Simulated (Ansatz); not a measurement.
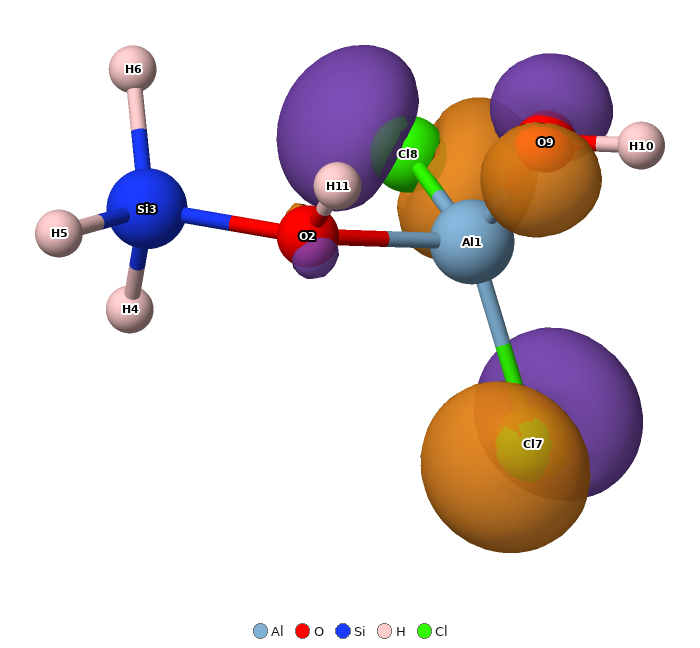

Figure. AlCl$_{2}$H$_{5}$O$_{2}$Si. The HOMO−1 at ±0.15 Å⁻³ᐟ² (orange and purple are the two phases), seen at an oblique angle.

Level of theory: RKS PBE-D4/6-31G* in Ansatz.

Input file:

```
crystal:
  periodic: [false, false, false]
  atoms:
    - { symbol: Al, position_ang: [0.090344, 0.613465, -0.392259] }
    - { symbol: O, position_ang: [-0.049918, 0.091568, 2.52284] }
    - { symbol: Si, position_ang: [-1.433552, -0.552038, 3.267473] }
    - { symbol: H, position_ang: [-2.242258, -1.341083, 2.281341] }
    - { symbol: H, position_ang: [-0.976985, -1.457577, 4.367278] }
    - { symbol: H, position_ang: [-2.290904, 0.540094, 3.845163] }
    - { symbol: Cl, position_ang: [1.836838, -0.312424, -1.114341] }
    - { symbol: Cl, position_ang: [-1.792256, -0.113911, -0.965683] }
    - { symbol: O, position_ang: [0.158038, 2.160607, 0.445103] }
    - { symbol: H, position_ang: [1.054911, 2.542199, 0.514103] }
    - { symbol: H, position_ang: [-0.113256, 1.0658, 2.341383] }
basis:
  gaussian: { orbitals: "6-31G*" }
hamiltonian:
  xc: pbe
  dispersion: d4
relax:
  f_tol: 0.03
  max_steps: 50
output:
  orbitals: {}
```

Launched as:

```sh
ansatz run input.yaml --threads 4 --pin off --max-ram 5120MiB --backend cpu --events-out ev --progress --plain --runs-dir out
```

The fields are those of the run's last geometry, not of the input's.

Describe this orbital and give its energy.

Answer. It lies mainly on Cl7 (about 40 %), Cl8 (about 35 %) and O9 (about 15 %); largely a combination of lone pairs on Cl7, Cl8 and O9. Its energy is −7.14 eV.
